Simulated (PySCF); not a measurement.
EPR calculation of C₅H₁₀FOSi

C₅H₁₀FOSi, multiplicity 2, computed with UKS B3LYP, pcH-1 on C F H O Si, non-relativistic, mean-field spin-orbit, GIAO (PySCF 2.14.0).

It belongs to a series of runs on one base structure; here: H removed from sp3 C.

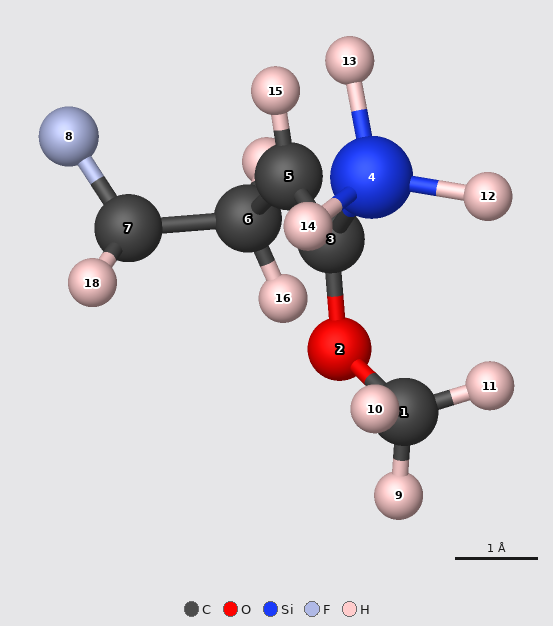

**Figure 1.** The input geometry (ball-and-stick view, seen at a tilt; atoms are numbered from 1 in the order of the input). Bond lengths as drawn: C–C 1.34 to 1.51 Å, C–F 1.35 Å, C–H 1.08 to 1.09 Å, C–O 1.37 to 1.40 Å, C–Si 1.89 Å and H–Si 1.46 to 1.47 Å.

### Key numbers

```tsv
quantity	value
outcome	converged
total energy	−661.038029 hartree
⟨S²⟩	0.755
isotropic g	2.0036
hardware	1 CPU thread, shared host
wall time	2.1 min
peak memory	1.1 GiB
```

### The input
```
{"job": {"kind": "epr", "basis": "pcH-1"}, "charge": 0, "multiplicity": 2}
C     -2.012444    -1.277616    -0.578483
O     -0.677760    -1.025865    -0.229659
C     -0.332413     0.258225     0.111310
Si    -1.440653     1.743946    -0.279997
C      0.854201     0.438450     0.712693
C      1.839930    -0.665657     0.995133
C      2.807846    -0.595898    -0.119999
F      3.803421     0.312552    -0.012925
H     -2.060402    -2.336995    -0.830050
H     -2.325954    -0.688119    -1.445959
H     -2.691968    -1.074215     0.255484
H     -2.739265     1.601468     0.386965
H     -0.748295     2.930690     0.208650
H     -1.665359     1.842260    -1.727025
H      1.185576     1.440002     0.932593
H      1.329816    -1.628037     0.987065
H      2.345926    -0.505436     1.947664
H      2.519038    -0.763438    -1.145112
```

The first line tells a small driver script what to run in PySCF; the rest is the geometry in Å.

Command:
```bash
OMP_NUM_THREADS=1 python <driver script> task.json out
```

### Output
```
UKS, coarse grid
  cycle   1  E = -660.94547621  |g| = 5.08e-01
  cycle   2  E = -660.82966423  |g| = 7.76e-01
  cycle   3  E = -661.03413226  |g| = 9.65e-02
  cycle   4  E = -661.03637115  |g| = 5.91e-02
  cycle   5  E = -661.03792602  |g| = 1.64e-02
  cycle   6  E = -661.03805291  |g| = 6.12e-03
  cycle   7  E = -661.03807445  |g| = 1.60e-03
  cycle   8  E = -661.03807555  |g| = 9.39e-04
UKS, final grid
  cycle   1  E = -661.03802791  |g| = 1.35e-03
  cycle   2  E = -661.03802672  |g| = 2.12e-03
  cycle   3  E = -661.03802876  |g| = 2.06e-04
  cycle   4  E = -661.03802878  |g| = 4.17e-05
  cycle   5  E = -661.03802878  |g| = 3.55e-05
  cycle   6  E = -661.03802878  |g| = 9.98e-06
E = -661.03802878 Eh   <S^2> = 0.7548 (exact 0.7500)
g shifts (ppm)      1          2          3
  rmc          -206       -206       -206
  gc              6         16         10
  oz_so          29       1875       2664
  total        -171       1685       2468
hyperfine (MHz)  atom isotope    a_iso     a_fc   dipolar eigenvalues
    0   13C      -0.37      -0.37     -0.30     -0.20      0.50
    1   17O      -2.39      -2.40     -5.48      2.44      3.05
    2   13C       5.82       5.82     -7.03     -5.80     12.83
    3  29Si      -1.95      -1.95     -1.09      0.21      0.88
    4   13C      60.37      60.39    -11.41     -2.08     13.50
    5   13C     -12.69     -12.70     -2.95     -1.09      4.04
    6   13C     175.64     175.59    -82.75    -80.07    162.82
    7   19F     164.04     163.42   -259.11   -222.60    481.71
    8    1H      -0.15      -0.15     -0.71     -0.59      1.29
    9    1H       1.01       1.01     -0.75     -0.62      1.37
   10    1H       1.19       1.19     -0.70     -0.60      1.30
   11    1H       1.45       1.45     -0.61     -0.50      1.11
   12    1H      -0.19      -0.19     -0.75     -0.61      1.36
   13    1H      10.42      10.41     -0.74     -0.49      1.23
   14    1H      -0.27      -0.27     -4.00     -1.62      5.62
   15    1H      27.85      27.84     -5.93     -4.66     10.59
   16    1H      16.36      16.35     -5.23     -4.77     10.00
   17    1H     -34.79     -34.84    -35.89     -3.30     39.20
```

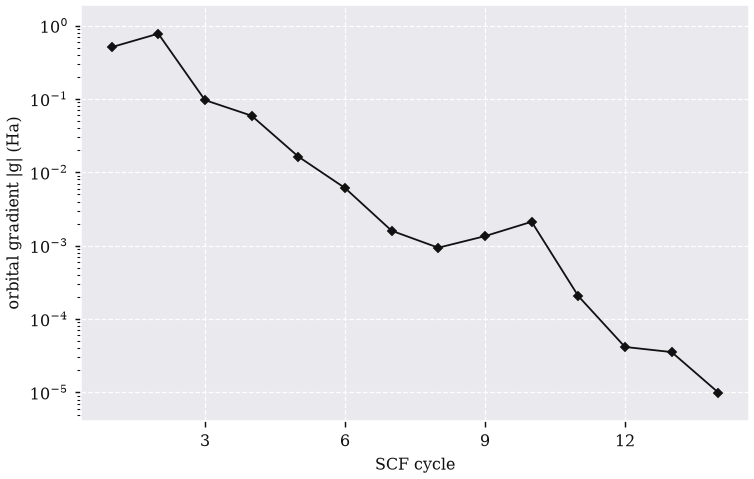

**Figure 2.** Convergence of the self-consistent field: orbital gradient |g| against the SCF cycle. All cycles printed in the log are drawn one after another.

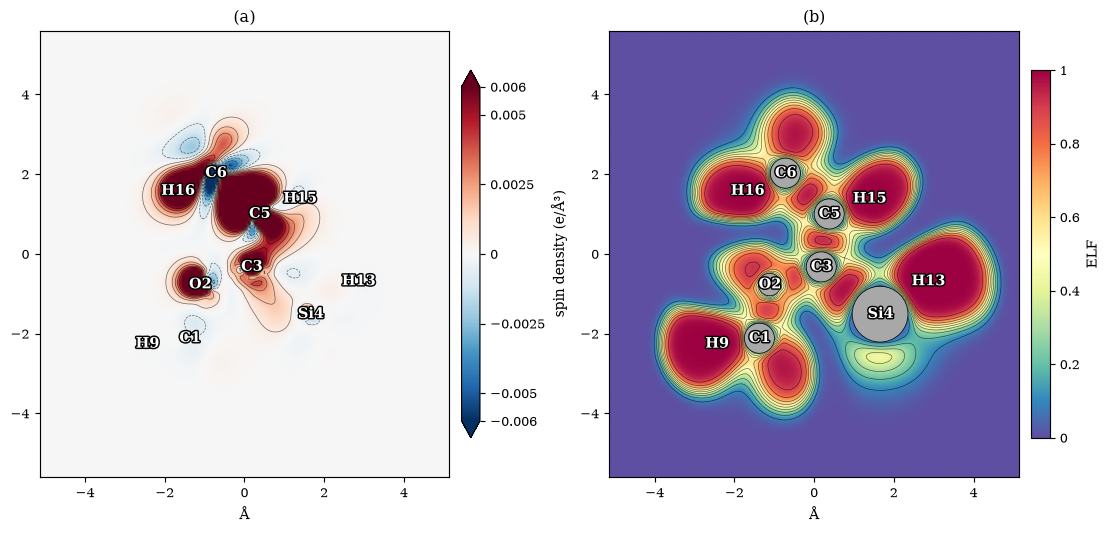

**Figure 3.** (a) spin density (α minus β); (b) electron localisation function on the plane of atoms C3, C5 and H15. Grey discs, where drawn, cover atomic cores. C–C (1.34 Å): the ELF peaks at about 0.95 between the atoms; a multiple bond by its length, whose ELF region spreads away from the axis. C–Si (1.89 Å): the ELF peaks at about 0.95 between the atoms, which marks a shared electron pair. The unpaired spin (1 electron) lies mostly on C7 (about 0.7) and F8 (about 0.1), in electrons by Hirshfeld's partition.

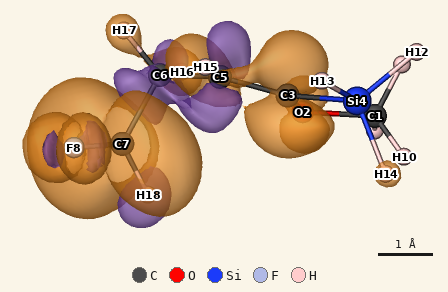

**Figure 4.** Isosurfaces of the spin density (α minus β) at +0.006 (orange) and −0.006 e/Å³ (purple), seen from the side. The unpaired spin (1 electron) lies mostly on C7 (about 0.7) and F8 (about 0.1), in electrons by Hirshfeld's partition.
